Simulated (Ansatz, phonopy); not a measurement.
# Grüneisen parameters and expansion of BP (F-43m), part 4 of 4

Wanted: mode Grüneisen parameters of BP and a free-energy fit over volumes.

What experiment has found for this phase:
- volume expansion coefficient 9.6 1e-6/K near room temperature (given in “Thermal expansion coefficients of high thermal conducting BAs and BP materials (three times its linear coefficient)”, 2019, arxiv:1906.04101)

Ansatz 0.2.0; DFT PBE, scalar-relativistic, plane waves, PAW.

So far. Step 14 (A cell at another volume, V/V0 1.05): The run ends at a pressure of -7.19 GPa. Step 15 (Lattice dynamics at this volume, V/V0 1.05): No mode is imaginary beyond numerical noise at the solved wavevectors. The highest zone-centre mode (no LO–TO term) moved by -4.8 % for a volume change of +5.0 %.

### 16. How the modes move with volume (continued)

Volume series, by row:

```csv
V/V0,V (Å³/atom),pressure (GPa),E - E0 (meV/atom),gap (eV),zero-point energy (meV/atom),lowest on the path (cm⁻¹),highest at Gamma without the LO-TO term (cm⁻¹)
0.97,11.41,5.234,5.63,1.205,103.1,0,824.4
0.985,11.59,2.525,1.377,1.227,101.5,0,811.8
1,11.76,0.004,0,1.249,99.99,0,799.6
1.015,11.94,-2.338,1.308,1.27,98.46,0,787.7
1.03,12.11,-4.519,5.1,1.291,96.97,0,776.1
1.05,12.35,-7.193,13.73,1.318,95.02,0,761.1
```

The optical frequency at Gamma without the LO-TO term, mode 4 by V/V0:

```csv
V/V0,"optical frequency at Gamma without the LO-TO term, mode 4 (cm⁻¹)"
0.9700,824
0.9850,812
1.0000,800
1.0150,788
1.0300,776
1.0500,761
```

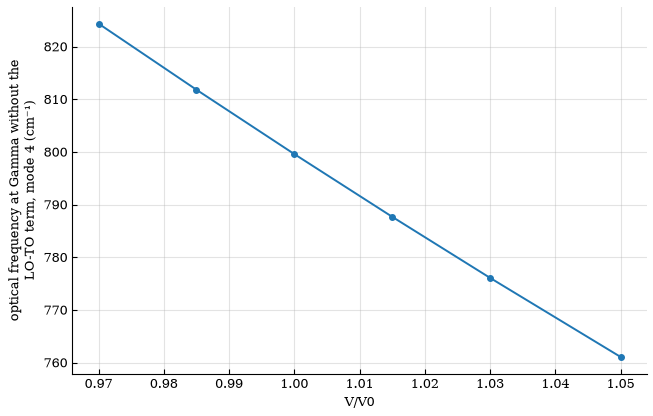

Optical frequency at Gamma without the LO-TO term, mode 4 against V/V0.

Grüneisen at points, by row:

```csv
point,branch,frequency (cm⁻¹),mode Grüneisen parameter
Γ,4,799.6,1.01
Γ,6,803.9,1.07
X,1,313.4,-0.12
X,3,525.1,0.93
X,4,700.9,1.48
X,6,780.7,1.03
U,1,309.6,-0.03
U,2,399.7,0.47
U,3,469.6,0.89
U,4,666.5,1.36
U,5,705.5,1.42
U,6,779.1,1.27
K,1,309.6,-0.03
K,2,399.7,0.47
K,3,469.6,0.89
K,4,666.5,1.36
K,5,705.5,1.42
K,6,779.1,1.27
L,1,224.6,-0.19
L,3,505.6,1.06
L,4,751.3,1.07
L,5,757.4,1.21
W,1,366.6,0.33
W,2,412.3,0.3
W,3,434.9,1
W,4,660.7,1.24
W,5,700.2,1.5
W,6,770.3,1.36
```

### 17. Free-energy fit

Numbers from this step:

| Property | Result |
| --- | --- |
| volume expansion coefficient at 300 K | 9.74 1e-6/K |
| isothermal bulk modulus at 300 K | 157.4 GPa |
| C_P at 300 K | 14.97 J/mol-atom/K |
| Grüneisen parameter at 300 K | 0.734 |

Energy (each curve on its own zero) against volume; values in meV/atom:

```csv
volume (Å³/atom),static,F at 0 K,F at 300 K,F at 900 K
11.409,5.63,9.58,10.0,14.1
11.585,1.38,3.74,4.03,6.51
11.762,0,0.8,0.92,1.83
11.938,1.31,0.58,0.51,-0.17
12.115,5.1,2.88,2.62,0.33
12.350,13.7,9.56,9.03,4.56
```

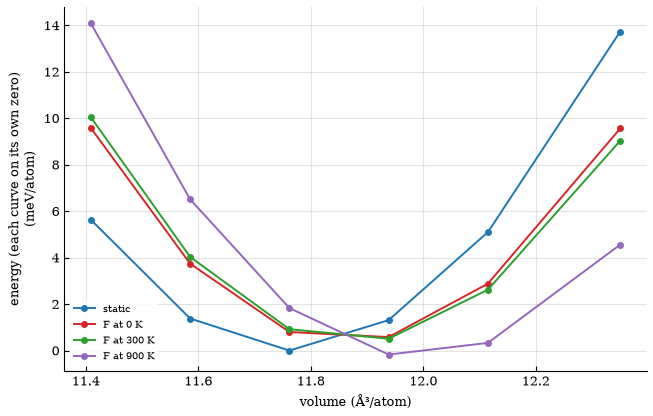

Energy (each curve on its own zero), plotted against volume.

Phonopy-qha, vinet fit of F(V) at each temperature; no electronic free energy. Qha vinet, by row:

```csv
T (K),fitted volume (Å³/atom),alpha_V (1e-6/K),B_T (GPa),C_P (J/mol-atom/K),Grueneisen
100,11.86,1.07,158.6,2.991,0.4006
150,11.87,2.85,158.4,6.412,0.5017
200,11.87,5.2,158.2,9.707,0.6047
250,11.87,7.6,157.8,12.6,0.6813
300,11.88,9.74,157.4,14.97,0.7337
350,11.88,11.5,156.9,16.84,0.7693
400,11.89,12.93,156.4,18.32,0.7943
450,11.9,14.08,155.9,19.47,0.8123
500,11.91,15.02,155.3,20.38,0.8257
550,11.92,15.78,154.7,21.11,0.836
600,11.93,16.41,154.2,21.7,0.8441
650,11.94,16.94,153.6,22.19,0.8507
700,11.95,17.39,153,22.59,0.8561
750,11.96,17.78,152.4,22.93,0.8607
800,11.97,18.13,151.8,23.22,0.8646
850,11.98,18.43,151.1,23.46,0.8681
```

Volume expansion coefficient, phonopy-qha, Vinet against temperature:

```csv
temperature (K),"volume expansion coefficient, phonopy-qha, Vinet (1e-6/K)"
100,1.07
200,5.2
300,9.74
400,12.9
500,15.0
600,16.4
700,17.4
800,18.1
```

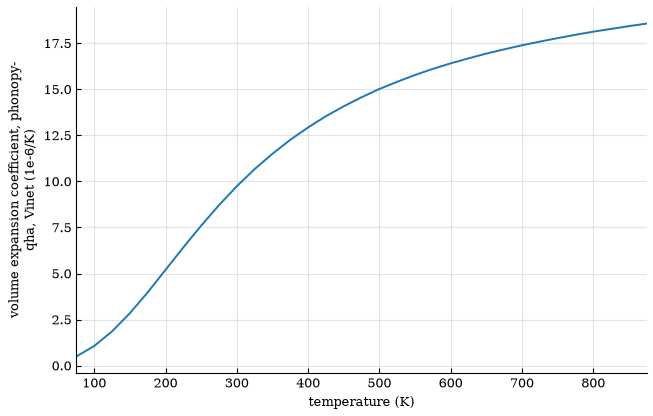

Volume expansion coefficient, phonopy-qha, Vinet against temperature.

The fit gives a volume expansion of 9.74 × 10⁻⁶/K at 300 K.

### 18. Outcome

| Quantity | Value |
| --- | --- |
| volume expansion coefficient at 300 K | 9.74 1e-6/K |
| isothermal bulk modulus at 300 K | 157.4 GPa |
| C_P at 300 K | 14.97 J/mol-atom/K |
| Grüneisen parameter at 300 K | 0.734 |
| mean mode Grüneisen parameter at 300 K | 0.719 |

In words: Near room temperature BP expands by 9.74 × 10⁻⁶/K in volume by PBE, with C_P = 15.0 J/(mol K) per mole of atoms and B_T = 157 GPa. C_P at room temperature is 60 % of the classical 3R an atom, so the stiffest modes are still partly frozen out. A measured volume expansion coefficient near room temperature is 9.6 1e-6/K (arxiv:1906.04101); the calculated 9.74 1e-6/K differs by +1 %. The heat-capacity-weighted Grüneisen parameter goes from 0.36 at 50 K to 0.845 at 800 K; 3 % of the modes stiffen on expansion. Weighting γ by the density of states and each mode's heat capacity at 300 K, modes below 270 cm⁻¹ give about 8 % of the sum of γC that drives the expansion, those up to 540 cm⁻¹ 36 % and the rest 56 %. Among the labelled points γ is largest for branch 5 at W (700 cm⁻¹, 1.5) and most negative for branch 1 at L (225 cm⁻¹, -0.19). The interpolation has no quadrupole term, so branches near the zone centre are less sure, since this crystal has sites that are not centres of inversion.

[Logs are printed without paths, hosts, clocks, repeated set-up lines and the standing remarks that a program may print on its own settings, such as how far it seeks lower states.]

[Hosts, paths, dates, database ids (printed as entryN), source tags and the programs' standing remarks are cut or masked in the printed files.]

[A step with changed settings may run another functional than the one named; its input shows which.]

[Of the runs on displaced cells, only some may be shown.]
